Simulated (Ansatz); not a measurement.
**BI: density, localisation and related maps**

Input

```
crystal:
  lattice:
    - [5.1727556835, 0.0, 0.0]
    - [0.0, 5.1727556835, 0.0]
    - [0.0, 0.0, 4.59177851]
  atoms:
    - { symbol: B, position: [0.0, 0.5, 0.1602175109] }
    - { symbol: B, position: [0.5, 0.0, 0.8397824891] }
    - { symbol: I, position: [0.0, 0.0, 0.0] }
    - { symbol: I, position: [0.5, 0.5, 0.0] }
basis:
  ecutwfc: 420
kpoints:
  mp_grid: { grid: [6, 6, 6] }
hamiltonian:
  xc: pbe
scf:
  occupations: { method: gaussian, width: 0.02 }
output:
  forces: true
  stress: true
  eigenvalues: true
  write_density: true
  write_potential: true
  elf: true
  volumetric_format: npy
relax:
  adjacent_minimum: "off"
  f_tol: 0.01
  max_steps: 80
  cell: { stress_tol: 0.05 }
```

Command:

```sh
ansatz run input.yaml --threads 1 --pin off --max-ram 2560MiB --backend cpu --events-out ev --progress --plain --runs-dir out
```

Below, planes, directions and counts refer to the conventional cell (a = 5.23 Å, b = 5.23 Å, c = 4.58 Å, α = 90.00°, β = 90.00°, γ = 90.00°).

The fields are those of the run's last geometry, not of the input's.

Space group P4/nmm; started from the litharge_129 prototype, which need not be the ambient phase.

Level of theory: DFT PBE, scalar-relativistic, plane waves, PAW (Ansatz 0.2.0).

Core electrons are frozen (PAW), and the valence fields are smoothed inside the atomic spheres.

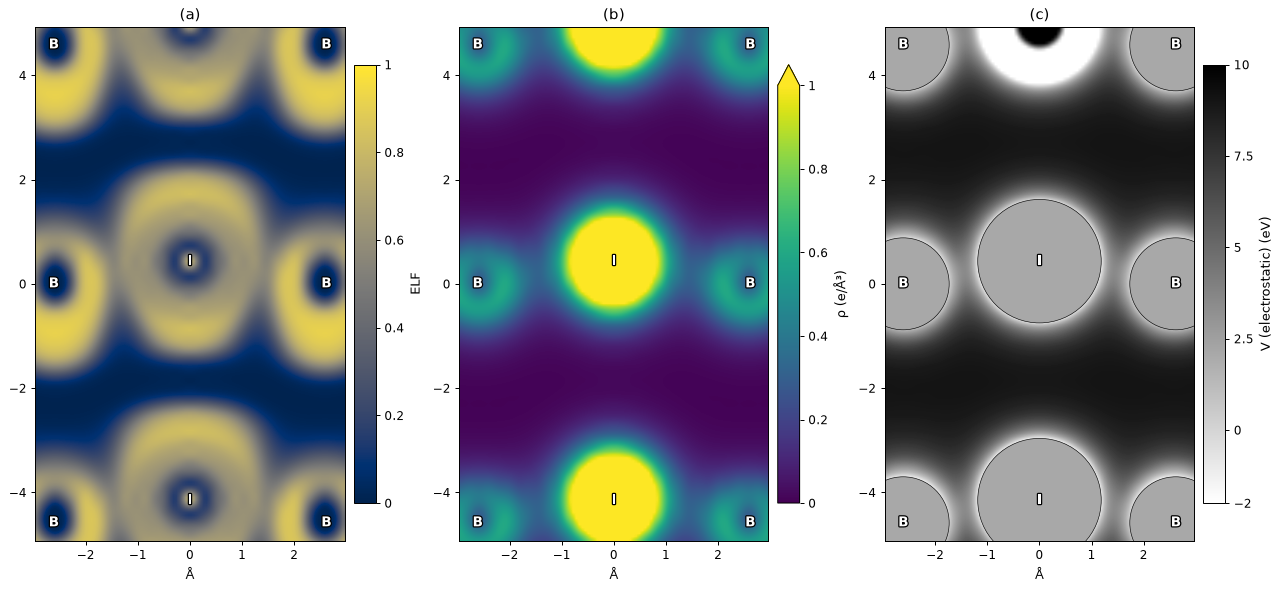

Figure 1. (a) electron localisation function; (b) valence charge density (pseudo); (c) electrostatic potential energy of an electron on the (100) plane of the conventional cell. Grey discs cover the atomic cores in the potential map.

> Describe what can be read from this map.

Atoms in the plane: B and I. B–I (2.65 Å): ρ at the midpoint is about 0.37 e/Å³, with its minimum of 0.32 e/Å³ about 1.2 Å from B; the ELF peaks at about 0.85 in the valence shell of B, 0.7 Å from its nucleus, and drops to about 0.55 between the two atoms. Between the atoms the lowest density in this plane is 0.008 e/Å³. Outside the cores the potential energy rises away from the atoms and is highest about 2.2 Å from the nearest atoms; its zero is arbitrary.

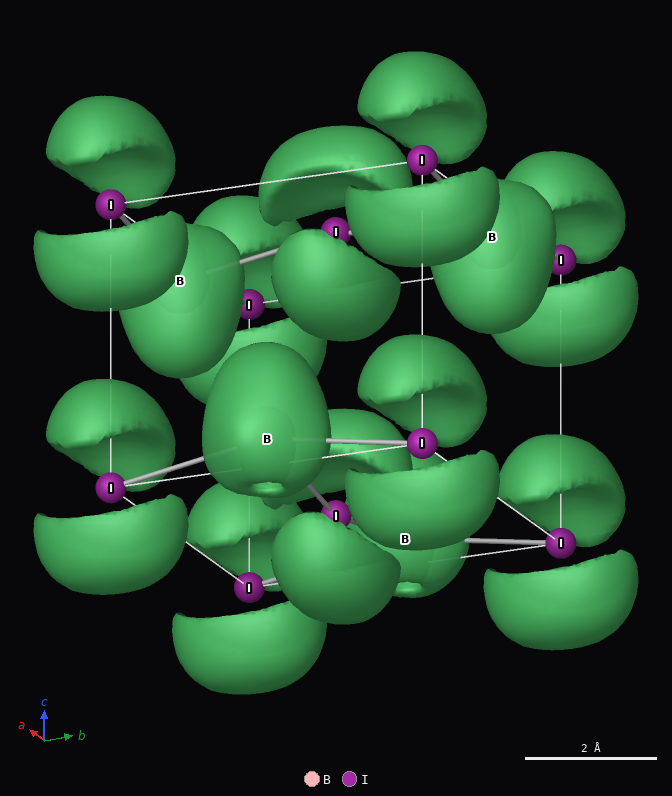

Figure 2. Isosurface of the ELF at 0.65 (green), seen at an oblique angle. Only the valence region is drawn (cores and ρ < 0.01 e/Å³ removed). Sticks mark near contacts.

> Identify the bonds, lone pairs and shells in this picture.

The surface consists of four lobes on I, pointing away from the bonds (lone pairs) and two regions wrapped around B (the valence shell of each), counted in one cell of 4 atoms. Any copies at cell faces, edges or corners count once.
